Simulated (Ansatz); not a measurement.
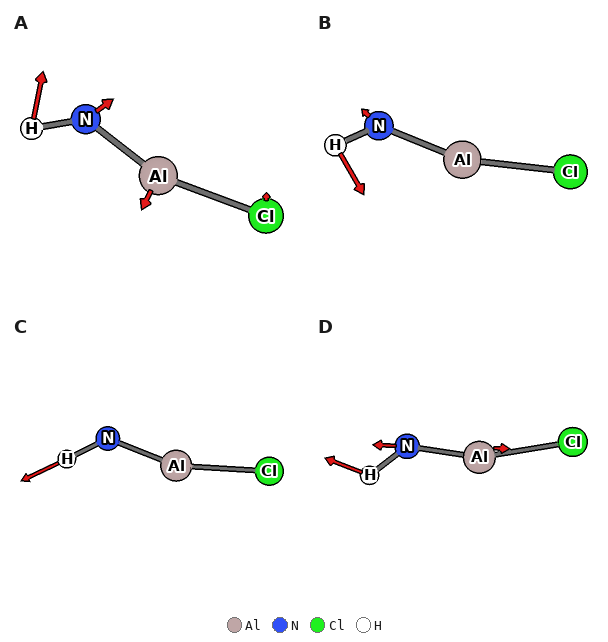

4 normal modes of one molecule or complex, as arrows. Harmonic vibrations computed with RKS PBE0-D4/def2-TZVP (Ansatz 0.2.0) at a stationary point of the same level.

Match the panels to the wavenumbers 170 cm⁻¹, 443 cm⁻¹, 1073 cm⁻¹, 3659 cm⁻¹.

A: 170 cm⁻¹, Cl–Al–N bending
B: 443 cm⁻¹
C: 3659 cm⁻¹, N–H stretching
D: 1073 cm⁻¹, Al–N stretching
